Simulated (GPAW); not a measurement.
# Surface energy and work function of Mo(100) from slabs of 4 to 14 layers (LDA)

How do energy and work function of Mo(100) films settle with thickness, and what surface energy follows?

**Method.** GPAW 26.7.0, plane waves at 450 eV with PAW setups; symmetric 1×1 slabs cut at the tabulated lattice constant (two decimals; low-temperature values for the alkali metals), atoms at bulk places, 7.5 Å of vacuum on each side, one in-plane mesh for all thicknesses, Fermi-Dirac smearing of 0.1 eV. Energies are extrapolated to zero smearing and count from the program's reference atoms. Functional LDA. The cell's area is 9.922 Å².

Results, with one row withheld:

```
layers  energy (eV)  work function (eV)
     4     −44.8785                4.18
     5     −57.3665                4.29
     6     −69.9504                4.24
     7     −82.4151                4.27
     8     −94.9121                4.24
     9    −107.4115                4.25
    10    −119.9036                4.26
    11    −132.4178                4.25
    12    −144.8927                4.25
    14            ?                   ?
```

**Question.** What surface energy do these runs give, and what energy and work function should the 14-layer slab have?

**Working.** A slab of n layers has E(n) = nε + 2Aγ once its middle is bulk-like. A line through n = 6 to 12 has the slope ε = −12.4937 eV a layer and the intercept 2Aγ = 5.0286 eV (r.m.s. residual 10.7 meV). So γ = 5.0286 / (2 × 9.922 Å²) = 0.2534 eV/Å² = 4.06 J/m², with a standard error of about 0.02 J/m² from the scatter about the line. For 14 layers: 5.0286 + 14 × (−12.4937) = −169.883 eV; the run gives −169.898 eV, 14.2 meV under the line. The work function has no such law: from 6 to 12 layers it moves between 4.24 and 4.27 eV (mean 4.25), and the 14-layer slab gives 4.25 eV. The thinnest slab, 4 layers, lies −0.07 eV from that mean. The values go up and down with thickness, as expected where levels confined across the film cross the Fermi level one by one. The measured value for this face is 4.45 eV (“Anisotropic work function of elemental crystals” (2019, arxiv:1902.07811)), for a face that reconstructs.

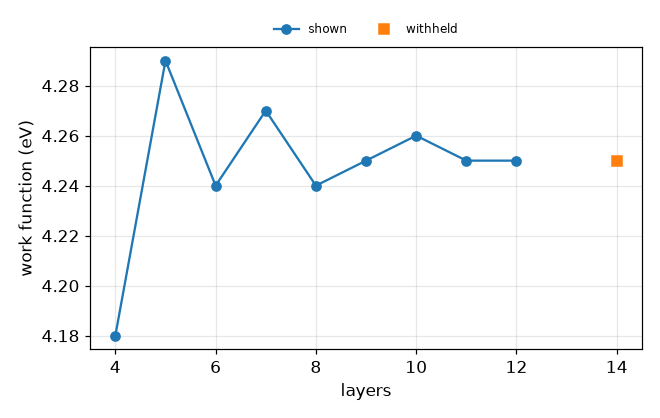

Work function against thickness.

Caveats: The surfaces are unrelaxed, so γ is an upper bound for this functional and lattice constant. The tabulated lattice constant isn't the functional's own, which strains the slab a little.

[Logs are printed without paths, hosts, clocks, repeated set-up lines and the standing remarks that a program may print on its own settings, such as how far it seeks lower states.]
